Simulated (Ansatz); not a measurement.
A series of calculations on C₂H₃B

Part 1: Relaxation

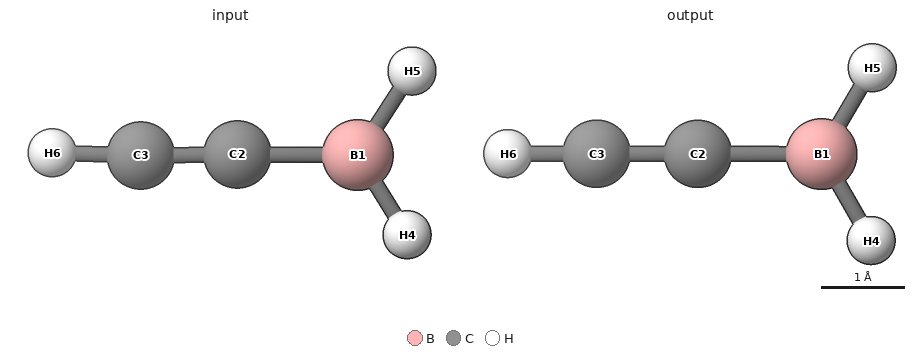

The structure of C2H3B (coarse preliminary run) before (left) and after (right) a relaxation, at one scale.

A ball-and-stick model, seen face on.

All numbers below come from RKS PBE-D4/def2-SVP in Ansatz 0.2.0.

Input
```yaml
crystal:
  periodic: [false, false, false]
  atoms:
    - {symbol: B, position_ang: [-0.817400, 0.613900, -0.365300]}
    - {symbol: C, position_ang: [0.271700, -0.233300, 0.130400]}
    - {symbol: C, position_ang: [1.139600, -0.927800, 0.516900]}
    - {symbol: H, position_ang: [-1.705900, 0.187200, -0.952200]}
    - {symbol: H, position_ang: [-0.805600, 1.823100, -0.256300]}
    - {symbol: H, position_ang: [1.959800, -1.527200, 0.880300]}
basis:
  gaussian: {orbitals: def2-SVP}
hamiltonian: {xc: pbe, dispersion: d4}
relax: {f_tol: 0.03, max_steps: 250}
```

### What changed between the two?

The optimiser took 5 steps. The largest move after the best rigid fit is that of H4, 0.086 Å. Largest moves by element: H 0.086 Å, C 0.055 Å, B 0.054 Å. Near-neighbour distances that change, for instance: B1–H4 1.147 → 1.216 Å, C2–C3 1.177 → 1.234 Å, B1–C2 1.466 → 1.507 Å. Bond angles that change, for instance: H4–B1–H5 115.1° → 119.8°, C2–B1–H5 122.5° → 120.1°, C2–C3–H6 177.6° → 180.0°.

Part 2: Relaxation

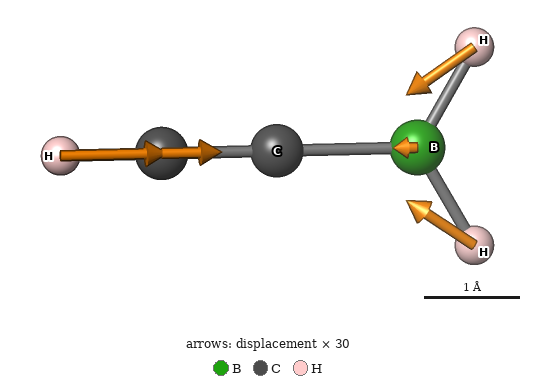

A relaxation of C2H3B. The starting structure is drawn; orange arrows show the displacements, magnified 30 times. The two geometries are superimposed by the best rigid fit.

Style: ball-and-stick. Shown at a tilt.

The calculation used Ansatz, RKS PBE0-D4/def2-TZVP.

Input
```yaml
crystal:
  periodic: [false, false, false]
  atoms:
    - {symbol: B, position_ang: [-0.837099, 0.652527, -0.397301]}
    - {symbol: C, position_ang: [0.276812, -0.222770, 0.117344]}
    - {symbol: C, position_ang: [1.188861, -0.939392, 0.538014]}
    - {symbol: H, position_ang: [-1.782162, 0.157567, -0.980139]}
    - {symbol: H, position_ang: [-0.793665, 1.855974, -0.231132]}
    - {symbol: H, position_ang: [1.989453, -1.568006, 0.907014]}
basis:
  gaussian: {orbitals: def2-TZVP}
hamiltonian: {xc: pbe0, dispersion: d4}
relax: {f_tol: 0.005, max_steps: 200}
```

> Describe the change and its energy.

Over 3 geometry steps the energy falls by 0.046 eV. Largest force component: 1.5 eV/Å at the start, 0.00095 eV/Å at the end. The atom that moves furthest after the best rigid fit is H6 (0.039 Å). By element the largest moves are H 0.039 Å, C 0.022 Å, B 0.009 Å. Some distances before and after: C2–C3 1.234 → 1.210 Å, B1–H4 1.216 → 1.193 Å, C3–H6 1.083 → 1.066 Å, B1–C2 1.507 → 1.500 Å. The run took roughly 15 core-seconds on a shared host.

Part 3: Scan

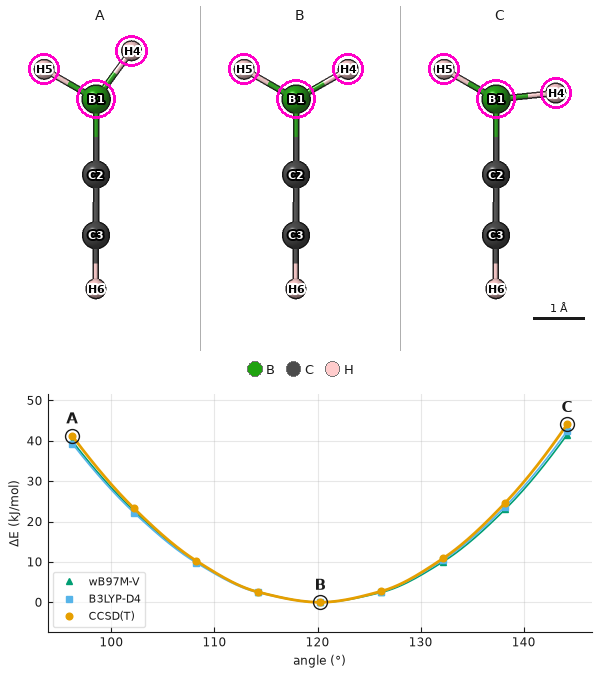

A scan of C2H3B: the H4–B1–H5 angle is varied, with the rest of the molecule carried along rigidly. The lettered frames are marked on the plot, at the values of CCSD(T). The picture is a ball-and-stick view, seen onto the plane of the angle. The ringed atoms are those of the scanned coordinate.

Single-point energies from Ansatz with CCSD(T), B3LYP-D4, wB97M-V in the def2-TZVPP basis, on geometries moved rigidly from the minimum at PBE0-D4/def2-TZVP. Coupled cluster with a frozen core. Energies are counted from the PBE0-D4/def2-TZVP minimum geometry at the same level.

Q: What does the scan show?

A: With CCSD(T): the lowest computed point lies at the angle 120.2° (0.0 kJ/mol). At the ends of the scan the energy is 41.2 kJ/mol (96.2°) and 44.0 kJ/mol (144.2°). The curvature at the lowest point is about 5 eV/rad². At 144.2° the levels give wB97M-V 41.5 kJ/mol, B3LYP-D4 42.4 kJ/mol, CCSD(T) 44.0 kJ/mol. Closest to CCSD(T) there is B3LYP-D4.

Part 4: Scan

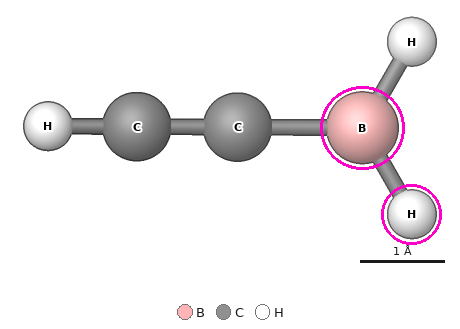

A scan of C2H3B: the B1–H4 distance is varied, with the rest of the molecule carried along rigidly. The picture shows the minimum geometry. The ringed atoms are those of the scanned coordinate. The picture is a ball-and-stick view, seen face on.

Single-point energies from Ansatz with PBE-D4 in the def2-TZVPP basis, on geometries moved rigidly from the minimum at PBE0-D4/def2-TZVP. Energies are counted from the PBE0-D4/def2-TZVP minimum geometry at the same level.

```xyz
6

B    -0.8304    0.6473   -0.3943
C     0.2786   -0.2241    0.1179
C     1.1727   -0.9266    0.5305
H    -1.7562    0.1567   -0.9657
H    -0.7833    1.8282   -0.2286
H     1.9608   -1.5456    0.8940
```

> Predict the energy profile (the distance: 1.074, 1.098, 1.133, 1.174, 1.193, 1.220, 1.268, 1.320, 1.375, 1.432 Å).

```tsv
distance (Å)	ΔE (eV)
1.074	0.222
1.098	0.139
1.133	0.056
1.174	0.007
1.193	0.000
1.220	0.004
1.268	0.047
1.320	0.135
1.375	0.263
1.432	0.421
```

The lowest computed point lies at the distance 1.193 Å (0.000 eV). The curvature at the lowest point is about 24 eV/Å² (3.8 mdyn/Å). The well is steeper on the short side, as for any bond.

The computed profile:

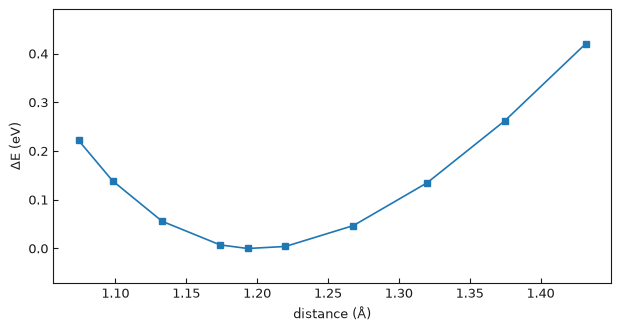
